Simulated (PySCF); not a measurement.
B(CF3)(F)(Me), SMILES FB(C(F)(F)F)C at its PBE0/def2-SVP optimised geometry (Å):

```
10

B     -0.2265    -0.4927     0.0000
C      1.3896    -0.4927     0.0000
F      1.8532     0.2143    -1.0455
F      1.9351    -1.7080    -0.0658
F      1.8516     0.0967     1.1172
F     -0.8088    -1.6759    -0.0267
C     -1.0522     0.8210     0.0000
H     -1.4371     0.9774    -1.0245
H     -0.4661     1.7080     0.2747
H     -1.9351     0.7380     0.6525
```

Computed with PBE0/def2-TZVP (PySCF). Cells within 0.4 Å of a nucleus heavier than hydrogen are left out (blank, or x).

Map of the electrostatic potential (hartree/e), clipped to [-0.08, 0.12] on the plane z = 0.8 Å:

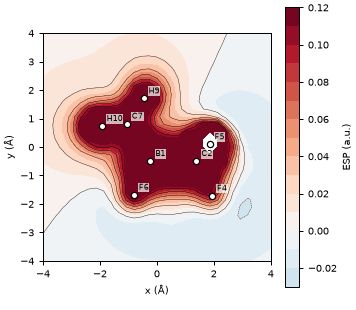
Figure. Electrostatic potential (hartree/e), clipped to [-0.08, 0.12] on the plane z = 0.8 Å.
